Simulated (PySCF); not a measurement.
# MP2/STO-3G run of GeTe (SMILES [Ge][Te])

What is the vertical singlet–triplet gap of GeTe at MP2/STO-3G? 

The calculation is run with PySCF 2.14.0.

8 further runs of the same task are left out: 8 set aside as unsound or not needed.

## Step 1: The molecule

GeTe has 2 atoms, charge 0, and is taken as a singlet. As SMILES, `[Ge][Te]`. The bond length is the measured one.

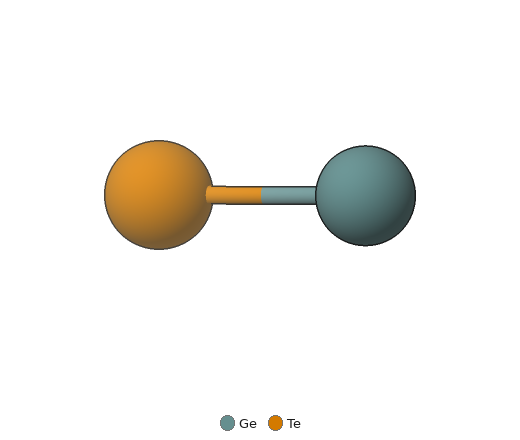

The structure, seen from a chosen angle (germanium teal, tellurium orange).

## Step 2: The energy at MP2/STO-3G

job.py

```python
from pyscf import gto, scf, mp

molecule = gto.M(
    atom='''
Ge   0.000000   0.000000   0.000000
Te   0.000000   0.000000   2.340165
''',
    spin=0,
    verbose=3,
    max_memory=1860,
    basis='sto-3g',
)

mf = scf.RHF(molecule)
mf.conv_tol = 1e-10
mf.kernel()
if not mf.converged:
    mf = mf.newton().run(mf.mo_coeff, mf.mo_occ)

pt = mp.MP2(mf, frozen=27).run()
etot = pt.e_tot
print('E(%s) = %.9f' % ('MP2', etot))
```

On the command line:

```bash
OMP_NUM_THREADS=1 python job.py
```

Output:

```text
converged SCF energy = -8598.88773326224
E(RMP2) = -8598.95619492418  E_corr = -0.0684616619404442
E(SCS-RMP2) = -8598.95591353332  E_corr = -0.0681802710799579
E(MP2) = -8598.956194924
```

Run time: 0.76 s. Hardware: 1 thread of Arm Neoverse V2, shared host; peak memory 0.12 GiB.

## Step 3: The triplet, same level

calc.py

```python
from pyscf import gto, scf, mp

mol = gto.Mole()
mol.atom = '''
Ge     0.000000     0.000000     0.000000
Te     0.000000     0.000000     4.422271
'''
mol.spin = 2
mol.max_memory = 1860
mol.verbose = 4
mol.unit = 'bohr'
mol.basis = 'sto-3g'
mol.build()

myscf = scf.UHF(mol)
myscf.conv_tol = 1e-10
myscf.kernel()
if not myscf.converged:
    myscf = myscf.newton().run(myscf.mo_coeff, myscf.mo_occ)

pt = mp.MP2(myscf, frozen=27).run()
etot = pt.e_tot
print('Final energy', etot)
```

On the command line:

```bash
OMP_NUM_THREADS=1 python calc.py
```

Output:

```text
PySCF version 2.14.0

[INPUT] num. atoms = 2
[INPUT] num. electrons = 84
[INPUT] charge = 0
[INPUT] spin (= nelec alpha-beta = 2S) = 2
[INPUT] symmetry False subgroup None
[INPUT] Mole.unit = bohr
[INPUT] Symbol           X                Y                Z      unit          X                Y                Z       unit  Magmom
[INPUT]  1 Ge     0.000000000000   0.000000000000   0.000000000000 AA    0.000000000000   0.000000000000   0.000000000000 Bohr   0.0
[INPUT]  2 Te     0.000000000000   0.000000000000   2.340165033712 AA    0.000000000000   0.000000000000   4.422271000000 Bohr   0.0

nuclear repulsion = 376.27725664031
number of shells = 19
number of NR pGTOs = 135
number of NR cGTOs = 45
basis = sto-3g
ecp = {}

[... 18 lines left out ...]
[... the frontier-level lines of each cycle are left out ...]
[... 3 lines left out ...]
[... 138 lines left out ...]
converged SCF energy = -8598.81220758356  <S^2> = 2.5204151  2S+1 = 3.3289128
[... 1 line left out ...]
******** <class 'pyscf.mp.ump2.UMP2'> ********
nocc = (np.int64(16), np.int64(14)), nmo = (18, 18)
frozen orbitals 27
E(UMP2) = -8598.83691444687  E_corr = -0.0247068633134023
E(SCS-UMP2) = -8598.83725421142  E_corr = -0.0250466278549679
E_corr(same-spin) = -0.00530954783205556
E_corr(oppo-spin) = -0.0193973154813467
Final energy -8598.836914446872
```

Run time: 1 s. Hardware: 1 thread of Arm Neoverse V2, shared host; peak memory 0.12 GiB.

## Step 4: Outcome

At MP2/STO-3G, 27 core orbitals frozen:

| quantity | value |
| --- | --- |
| singlet: total energy | -8598.95619 Eh |
| singlet: dipole moment (Hartree–Fock density) | 3.20 D |
| singlet: HOMO energy (Hartree–Fock orbitals) | -6.10 eV |
| singlet: LUMO energy (Hartree–Fock orbitals) | 4.01 eV |
| singlet: HOMO–LUMO gap (Hartree–Fock orbitals) | 10.11 eV |
| singlet: correlation energy (27 core orbitals frozen) | -68.5 mEh |
| triplet: total energy | -8598.83691 Eh |
| triplet: dipole moment (Hartree–Fock density) | 2.99 D |
| triplet: HOMO energy (Hartree–Fock orbitals) (highest over α and β) | -4.02 eV |
| triplet: LUMO energy (Hartree–Fock orbitals) (lowest over α and β) | 2.40 eV |
| triplet: correlation energy (27 core orbitals frozen) | -24.7 mEh |
| triplet: ⟨S²⟩ of the reference determinant | 2.520 |
| vertical energy of the triplet above the singlet | 3.246 eV |

What this shows: At this shape the triplet lies 3.25 eV (75 kcal/mol) above the singlet. In a minimal basis such a difference can be off by several eV, whatever the method. Relativity is left out (singlet) although the molecule holds a heavy atom. ⟨S²⟩ (triplet) is 2.52 where a pure triplet has 2.00: the reference is spin-contaminated. Relativity is left out (triplet) although the molecule holds a heavy atom.
